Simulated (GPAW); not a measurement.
# Se K edge of the forms of TiSe

Can the Se K edge tell the forms of TiSe apart?

Each spectrum comes from a core-hole supercell calculation (GPAW, LDA, excited-electron core hole (neutral cell), supercells with 7.0 to 7.1 Å between holes, Gaussian full width 2.33 eV up to 4 eV, rising linearly to 3.5 eV at 25 eV). Logs are left out.

**1. The absorbers**

| crystal | absorber's surroundings | first and strongest maxima up to 30 eV above its own zero, eV (height) |
| --- | --- | --- |
| TiSe (Pnma) | 1 Ti at 2.52 Å, 2 Ti at 2.56 Å, 2 Ti at 2.70 Å and 1 Ti at 2.78 Å (distorted trigonal prismatic, site symmetry m) | 2.4 eV (1.44), 9.2 eV (1.44), 21.6 eV (1.00) and 27.6 eV (1.11) |
| TiSe (P6_3/mmc) | 6 Ti at 2.58 Å (trigonal prismatic, site symmetry -6m2) | 2.4 eV (1.26), 8.6 eV (1.58), 21.0 eV (0.98) and 27.6 eV (1.10) |

Volume per atom: 17.56 Å³ (Pnma) and 17.06 Å³ (P6_3/mmc).

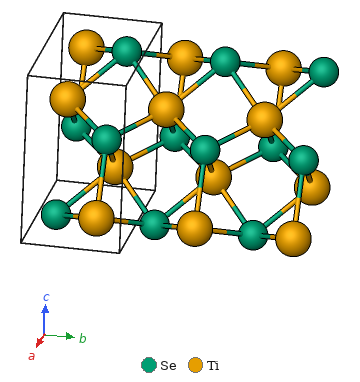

TiSe (Pnma) (selenium teal, titanium orange). 1×3×1 cells are drawn.

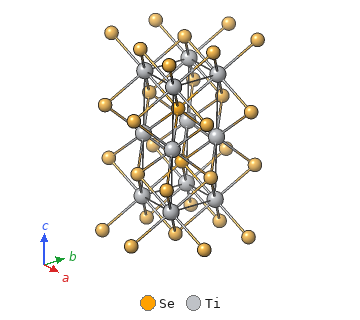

TiSe (P6_3/mmc) (selenium orange, titanium light grey). Some periodic images of atoms are drawn too.

**2. The spectra**

Energy from each crystal's own zero; each curve has a mean of 1 over its first 20 eV:

```tsv
E (eV)	TiSe Pnma	TiSe P6_3/mmc
-2.0	0.01	0.02
-0.5	0.19	0.29
1.0	0.90	0.95
2.5	1.43	1.25
4.0	0.95	0.90
5.5	1.01	1.03
7.0	1.22	1.37
8.5	1.39	1.57
10.0	1.37	1.38
11.5	1.00	0.95
13.0	0.77	0.72
14.5	0.74	0.70
16.0	0.80	0.73
17.5	0.76	0.69
19.0	0.76	0.80
20.5	0.92	0.97
22.0	0.99	0.93
23.5	0.88	0.80
25.0	0.88	0.86
26.5	1.04	1.05
28.0	1.10	1.09
29.5	1.01	1.01
31.0	0.95	1.03
```

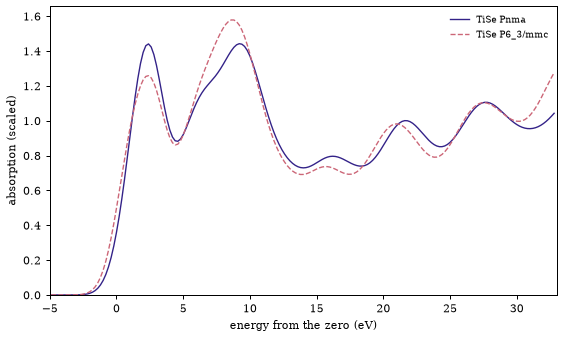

The Se K edges.

**3. Reading**

After the best relative shift (up to 4 eV allowed) the shapes differ by 7 % r.m.s. (of the curve's own r.m.s. level). Between 0 and 30 eV on the axis shown, they part most near 8.0 eV, where TiSe (P6_3/mmc) is higher by 0.2. On this measure the closest forms look alike, so telling them apart would rest on single features. How much of a difference is left by the finite cells wasn't tested for these crystals. A K edge sees empty p states; the first features are Se p mixed into the empty d states of the Ti neighbours, and the broad ones above probably into the cations' higher empty bands.

The script folds with a Gaussian, whereas the core hole's own line is a Lorentzian, so the onset is too steep and the first peak too high. Lifetime broadening is put in by hand, and intensities beyond about 20 eV depend on it. Meshes are coarse enough for small ripples in TiSe (Pnma) and TiSe (P6_3/mmc). The structures are entries of the Crystallography Open Database, used as given.

[Logs are printed without paths, hosts, clocks, repeated set-up lines and the standing remarks that a program may print on its own settings, such as how far it seeks lower states.]

[Hosts, paths, dates, database ids (printed as entryN), source tags and the programs' standing remarks are cut or masked in the printed files.]
